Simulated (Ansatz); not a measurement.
GaH5Si···H2O

| atom | x (Å) | y (Å) | z (Å) |
| --- | --- | --- | --- |
| Ga | 0.0698 | 0.4750 | -0.4871 |
| O | -0.1193 | -0.0877 | 2.4304 |
| H | -1.0123 | -0.2002 | 2.7487 |
| H | 1.4059 | -0.2519 | -0.8707 |
| H | -1.2962 | -0.1728 | -0.9100 |
| Si | 0.1154 | 2.5646 | 0.5946 |
| H | 0.7535 | 2.4396 | 1.9306 |
| H | 0.8849 | 3.6127 | -0.1117 |
| H | -1.2326 | 3.1182 | 0.8522 |
| H | 0.1179 | 0.8399 | 2.6319 |

Not at a stationary point (largest force 1.1 eV/Å).

These are results of RKS BHLYP-D4/def2-mTZVP in Ansatz, not measurements.

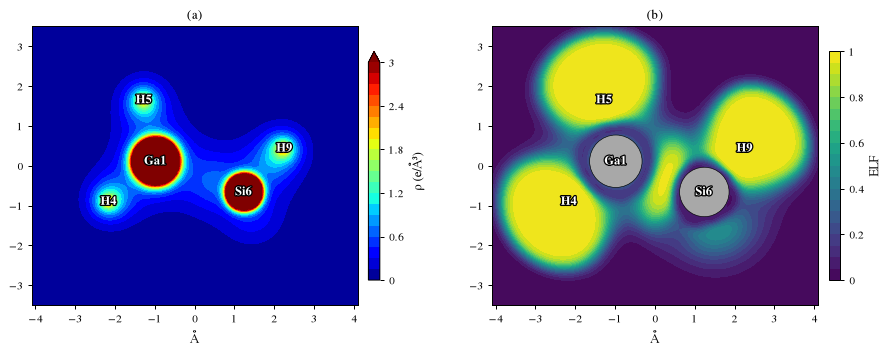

Figure 1. (a) electron density; (b) electron localisation function on the plane of atoms H4, Ga1 and Si6. Grey discs cover the atomic cores in the ELF map.

**Read the bonding off the picture.**

- The section cuts through Ga, H and Si sites.
- Ga–Si (2.35 Å): ρ is about 0.59 e/Å³ halfway; the ELF peaks at about 0.95 between the atoms; a covalent bond.
- Si–H (1.48 Å): the density is about 0.78 e/Å³ at the midpoint; the ELF climbs to about 1 towards the hydrogen, as it does in any bond to H.
- Ga–H (1.57 Å): ρ at the midpoint is about 0.96 e/Å³; the ELF climbs to about 1 towards the hydrogen.

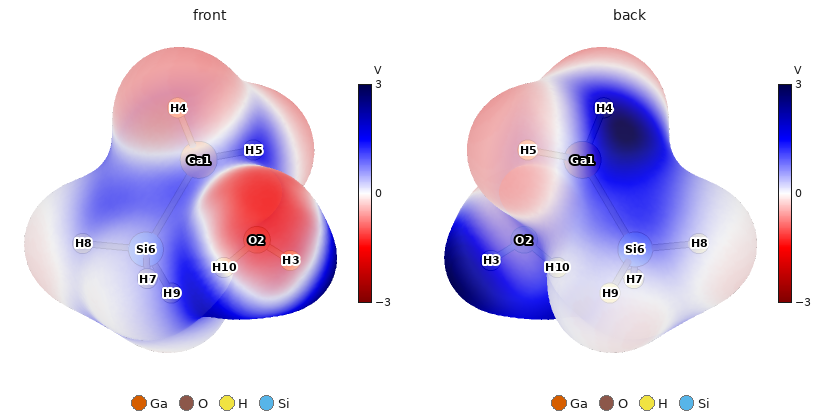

Figure 2. The molecular electrostatic potential painted on the density surface at 0.002 e/bohr³, seen from the front and from behind; the colour scale runs from red (negative) to blue (positive).

**Where is the surface potential most negative and most positive?**

The most negative region (about −1.3 V) lies over O2, the most positive (about +2.9 V) over Ga1 and H3. O2 is the likeliest acceptor of a hydrogen bond.

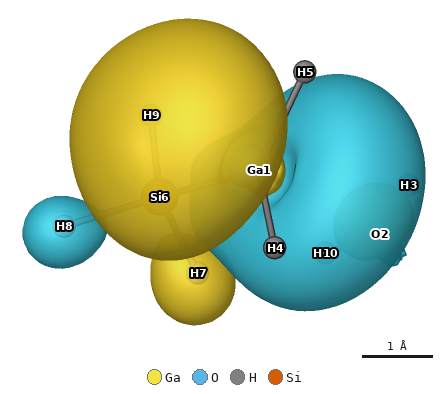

Figure 3. One frontier orbital at ±0.08 Å⁻³ᐟ² (yellow and cyan are the two phases), seen from one side.

**Which orbital is it: HOMO or LUMO?**

The LUMO, at −0.78 eV. It lies mainly on Ga1 (about 65 %) and Si6 (about 15 %).

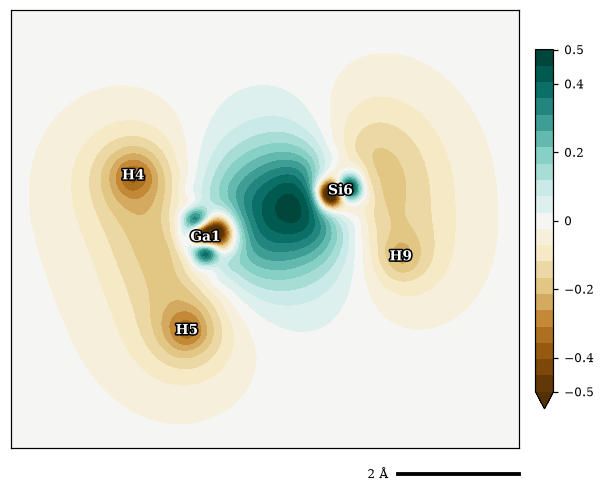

Figure 4. One frontier orbital on the plane of atoms H5, Ga1 and Si6 (values in Å⁻³ᐟ²; the overall sign is arbitrary).

**Which orbital is it: HOMO or LUMO?**

The HOMO, at −8.63 eV. It lies mainly on Si6 (about 40 %), Ga1 (about 35 %), H4 (about 10 %) and H5 (about 5 %).
